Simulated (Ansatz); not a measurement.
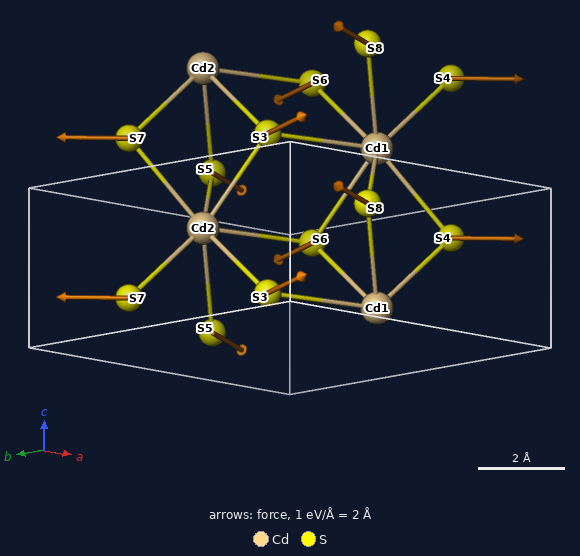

Starting geometry of crystalline CdS$_{3}$ (a generated structure, set up in P6_3/m) (coarse preliminary run) with the computed forces as orange arrows. The picture is a ball-and-stick view of the cell of the calculation, repeated 1 × 1 × 2 with one cell outlined, seen from a free direction.

The calculation used DFT PBE, scalar-relativistic, plane waves, PAW in Ansatz 0.2.0.

Input
```yaml
crystal:
  lattice:
    - [7.05058229, 0.0, 0.0]
    - [-3.52529114, 6.10598337, 0.0]
    - [0.0, 0.0, 3.92920901]
  atoms:
    - { symbol: Cd, position: [0.66666667, 0.33333333, 0.25] }
    - { symbol: Cd, position: [0.33333333, 0.66666667, 0.75] }
    - { symbol: S, position: [0.29710001, 0.3829, 0.25] }
    - { symbol: S, position: [0.91420001, 0.29710001, 0.75] }
    - { symbol: S, position: [0.6171, 0.91420001, 0.25] }
    - { symbol: S, position: [0.70289999, 0.6171, 0.75] }
    - { symbol: S, position: [0.08579999, 0.70289999, 0.25] }
    - { symbol: S, position: [0.3829, 0.08579999, 0.75] }
basis:
  ecutwfc: 420
kpoints:
  mp_grid: { grid: [3, 3, 4] }
hamiltonian:
  xc: pbe
scf:
  occupations: { method: gaussian, width: 0.1 }
  lower_state_search: "off"
output:
  forces: true
  stress: true
  eigenvalues: true
relax:
  adjacent_minimum: "off"
  f_tol: 0.04
  max_steps: 70
  cell: { stress_tol: 0.4 }
```

Command:
```bash
ansatz run input.yaml --threads 1 --pin off --max-ram 2560MiB --backend cpu --events-out ev --progress --plain --runs-dir out
```

What follows when this structure is relaxed?

Answer. It isn't relaxed: the largest force vector, on S atoms, is 0.86 eV/Å. The final displacements follow the starting forces only in part (cosine between the two patterns 0.41). The largest moves relative to the cell, 0.84 Å, are those of S3, S4, S5, S6, S7 and S8. S8 goes along [−1 1 0]. Cd stays in place. The volume changes by −7.9 %, with a = b 7.051 → 7.125 Å (+1.1 %), c 3.929 → 3.544 Å (−9.8 %). Near-neighbour distances that change, for instance: Cd1–S3 2.797 → 3.558 Å, S3–S4 3.143 → 2.662 Å, Cd1–S4 2.723 → 2.768 Å. Bond angles that change, for instance: S4–Cd1–S4 92.3° → 79.6°, Cd1–S4–Cd1 92.3° → 79.6°, S4–Cd1–S6 73.7° → 83.4°. The space group (tolerance 0.01 Å) goes from P6_3/m (No. 176) to P6_3/mmc (No. 194). After 9 accepted moves (10 points after the start) the energy has fallen by 2.138 eV per cell of the calculation. Largest force component: 0.86 eV/Å at the start, 0.0088 eV/Å at the end. Pressure: 0.02 GPa at the start and −0.04 GPa at the end. The SCF was repeated once at an unchanged geometry on a basis and grid sized afresh for the cell, which shifted the energy by 1.7 meV per cell of the calculation at most.

Limits of the set-up: the k-point mesh is coarse for a cell with partly filled bands.
